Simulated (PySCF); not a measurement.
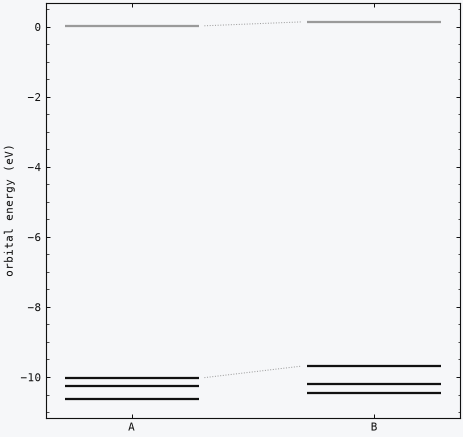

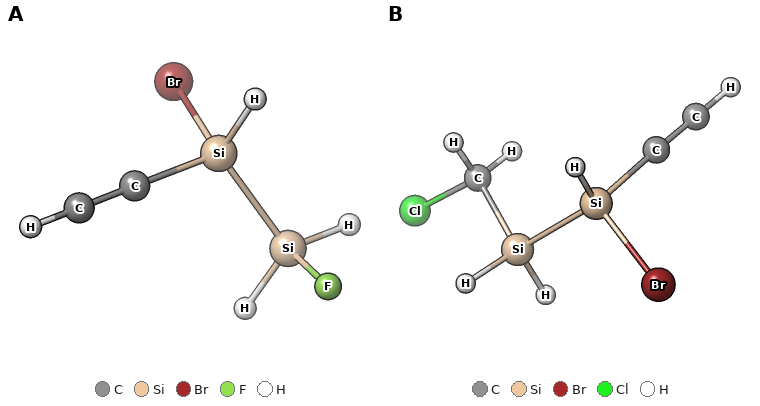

Related molecules: A is C₂H₄BrFSi₂, SMILES C#C[Si@H](Br)[SiH2]F; B is C₃H₆BrClSi₂, SMILES C#C[Si@H](Br)[SiH2]CCl. Frontier orbital energies, ωB97X-D/def2-SVPD in PySCF 2.14.0, at a GFN2-xTB geometry (no frequency check); drawn are at most three filled levels and, in grey, the LUMO with any level within 0.03 eV of it; dotted lines join the HOMOs and the LUMOs.

Question: What does the change do to the frontier levels?

Answer: From A to B the HOMO rises by 0.33 eV and the LUMO rises by 0.11 eV, so the separation goes from 10.04 to 9.83 eV.

Caveats, for all or some of the runs: empty levels above zero depend strongly on the basis; one conformer of a flexible molecule; spin-orbit coupling is left out, and with Br it can shift these levels and split any degenerate set; the tight-binding geometry is rougher than a DFT one and adds to the error.
